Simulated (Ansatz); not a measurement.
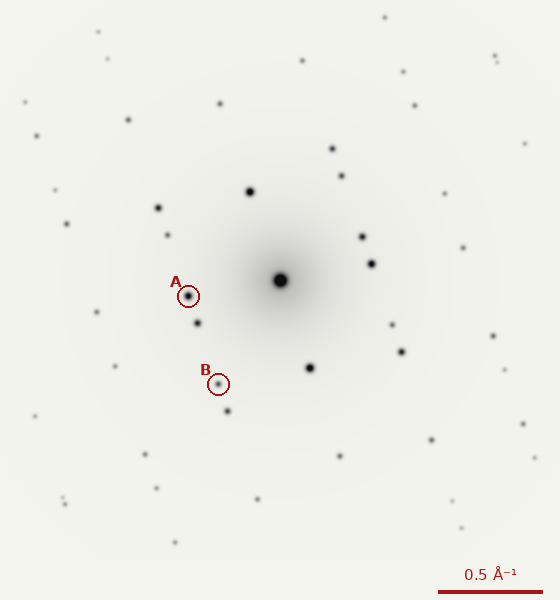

Computed electron diffraction pattern, 80 kV, single scattering only, B = 0.5 Å². Two individuals of a reflection twin are superposed (a geometric construction: whether this twin forms is not tested; the second individual is smaller and so fainter). Crystal: Ti, space group P6_3/mmc (No. 194), a = 2.935 Å, c = 4.642 Å (hexagonal axes), zone axis [211]. Structure: the input geometry of an electronic-structure calculation (not necessarily at equilibrium).

In the first individual spot A is -1 1 1 and spot B is -1 0 2.

On which plane is the crystal twinned?

Answer. (01-1). The spot positions of the combined pattern are mirror-symmetric about the row through 0 1 -1 (d = 2.229 Å), which both individuals share, while a single individual has only symmetry 2mm without that mirror line. Friedel's law adds the mirror line at right angles, so a twin on (13 -11 -15) would give the same picture; the more widely spaced plane was used.

Which other reflections coincide?

Answer. Within the frame only the reflections of the common row coincide.
